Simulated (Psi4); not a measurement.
# HCl (SMILES Cl) at wB97X-D/def2-SVP

Aim: the vertical ionisation energy of HCl at wB97X-D/def2-SVP, from 2 runs. 

Program for the calculation: Psi4 1.11.

4 further runs of the same task are left out: 4 set aside as unsound or not needed. Runs told in other sessions of the task aren't counted.

## (1) The molecule

HCl: 2 atoms, total charge 0, spin state singlet. SMILES: `Cl`. The coordinates come from a PBE0-D4/def2-TZVP relaxation.

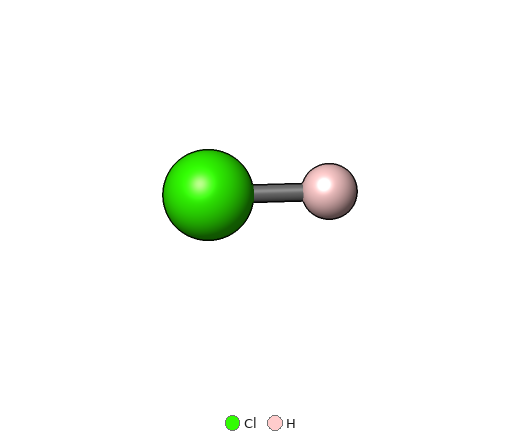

The structure, seen from a chosen angle (chlorine green, hydrogen pink).

## (2) A single-point energy at wB97X-D/def2-SVP

The input, calc.dat:

```
memory 1.6 GB

molecule m {
  0 1
  Cl     1.03179046    -0.33731611     0.53063510
  H     -1.03179046     0.33731611    -0.53063510
  units au
  symmetry c1
}

set basis def2-SVP
set puream true
set scf_type pk
set dft_radial_points 50
set dft_spherical_points 194

energy("wb97x-d")
print_variables()
```

Command:

```bash
$ psi4 calc.dat calc.out -n 1
```

calc.out:

```text
[...]
  Running in c1 symmetry.
[...]
  Nuclear repulsion =    7.034776967508858
[...]
  Multiplicity = 1
[...]
  Nalpha       = 9
  Nbeta        = 9
[...]
    Number of basis functions: 23
[...]
   @RKS iter   1:  -460.63465545900232   -1.10416e-01   8.04470e-03 DIIS/ADIIS
[...]
   @RKS iter   7:  -460.65446583249701   -4.54520e-10   8.10223e-08 DIIS
[...]
    Orbital Energies [Eh]
    ---------------------
    Doubly Occupied:
       1A   -101.675573     2A     -9.582893     3A     -7.337364
       4A     -7.327318     5A     -7.327318     6A     -0.930645
       7A     -0.546837     8A     -0.403292     9A     -0.403292
[...]
  @RKS Final Energy:  -460.65446583249701
   => Energetics <=
    Nuclear Repulsion Energy =              7.0347769675088578
    One-Electron Energy =                -649.9441759285393800
    Two-Electron Energy =                 203.1388652793105507
    DFT Exchange-Correlation Energy =     -20.8839301102437638
    Empirical Dispersion Energy =          -0.0000020405332617
    VV10 Nonlocal Energy =                  0.0000000000000000
    Total Energy =                       -460.6544658324970101
[...]
 Multipole Moments:
 ------------------------------------------------------------------------------------
     Multipole            Electronic (a.u.)      Nuclear  (a.u.)        Total (a.u.)
 ------------------------------------------------------------------------------------
 L = 1.  Multiply by 2.5417464519 to convert [e a0] to [Debye]
 Dipole X            :         -0.0000000           -0.0000000           -0.0000000
 Dipole Y            :          0.0000000            0.0000000            0.0000000
 Dipole Z            :          0.6568448           -1.1980385           -0.5411937
 Magnitude           :                                                    0.5411937
[...]
```

Wall time 1.9 s (1 thread of Intel Xeon at 2.60GHz (Ice Lake), shared host); peak memory 0.2 GiB.

## (3) The doublet cation, same level

The input, input.dat:

```
memory 1.6 GB

molecule system {
  1 2
  Cl     1.03179046    -0.33731611     0.53063510
  H     -1.03179046     0.33731611    -0.53063510
  units bohr
  symmetry c1
}

set {
  basis def2-SVP
  reference uks
  puream true
  scf_type pk
  dft_radial_points 50
  dft_spherical_points 194
  maxiter 100
}

E, wfn = energy("wb97x-d", return_wfn=True)
print_variables()
```

Command:

```bash
$ psi4 -i input.dat -o output.dat -n 1
```

output.dat:

```text
[...]
  Running in c1 symmetry.
[...]
  Nuclear repulsion =    7.034776967508858
[...]
  Multiplicity = 2
[...]
  Nalpha       = 9
  Nbeta        = 8
[...]
    Number of basis functions: 23
[...]
   @UKS iter   1:  -460.16712556364013    3.57114e-01   7.45046e-03 DIIS/ADIIS
[...]
   @UKS iter   7:  -460.18701283946672   -6.99043e-09   4.93852e-07 DIIS
[...]
   @S^2 Observed:                7.523805634E-01
[...]
    Orbital Energies [Eh]
    ---------------------
    Alpha Occupied:
       1A   -102.148435     2A    -10.050956     3A     -7.814113
       4A     -7.799091     5A     -7.789224     6A     -1.370013
       7A     -0.941976     8A     -0.862291     9A     -0.806117
    Alpha Virtual:
      10A     -0.213308    11A      0.087791    12A      0.271728
      13A      0.336017    14A      0.377183    15A      0.415665
      16A      0.416956    17A      0.545259    18A      0.577497
      19A      0.581420    20A      0.855661    21A      1.288522
      22A      1.302601    23A      1.987393
[...]
  @UKS Final Energy:  -460.18701283946672
   => Energetics <=
    Nuclear Repulsion Energy =              7.0347769675088578
    One-Electron Energy =                -642.0392787095976246
    Two-Electron Energy =                 195.4895478543705849
    DFT Exchange-Correlation Energy =     -20.6720569112152610
    Empirical Dispersion Energy =          -0.0000020405332617
    VV10 Nonlocal Energy =                  0.0000000000000000
    Total Energy =                       -460.1870128394667177
  UHF NO Occupations:
  HONO-2 :    7  A 1.9998737
  HONO-1 :    8  A 1.9989692
[...]
 Multipole Moments:
 ------------------------------------------------------------------------------------
     Multipole            Electronic (a.u.)      Nuclear  (a.u.)        Total (a.u.)
 ------------------------------------------------------------------------------------
 L = 1.  Multiply by 2.5417464519 to convert [e a0] to [Debye]
 Dipole X            :         -0.0000000           -0.0000000           -0.0000000
 Dipole Y            :          0.0000000            0.0000000            0.0000000
 Dipole Z            :          0.4604959           -1.1980385           -0.7375426
 Magnitude           :                                                    0.7375426
[...]
```

It took 1.9 s on 1 thread of Intel Xeon at 2.60GHz (Ice Lake), shared host; peak memory 0.2 GiB.

## (4) Summary of results

Level: wB97X-D/def2-SVP.

| quantity | value |
| --- | --- |
| singlet HCl: total energy | -460.65447 Eh |
| singlet HCl: dipole moment | 1.38 D |
| singlet HCl: HOMO energy | -10.97 eV |
| singlet HCl: LUMO energy | 2.87 eV |
| singlet HCl: HOMO–LUMO gap | 13.84 eV |
| singlet HCl: dispersion energy | -0.01 kJ/mol |
| doublet cation: total energy | -460.18701 Eh |
| doublet cation: HOMO energy (highest over α and β) | -21.45 eV |
| doublet cation: LUMO energy (lowest over α and β) | -14.34 eV |
| doublet cation: dispersion energy | -0.01 kJ/mol |
| doublet cation: ⟨S²⟩ | 0.752 |
| vertical ionisation energy (to the doublet cation) | 12.720 eV |

The vertical ionisation energy comes to 12.72 eV (1227 kJ/mol). −ε(HOMO) before ionisation, 10.97 eV, is 1.75 eV below this ionisation energy.
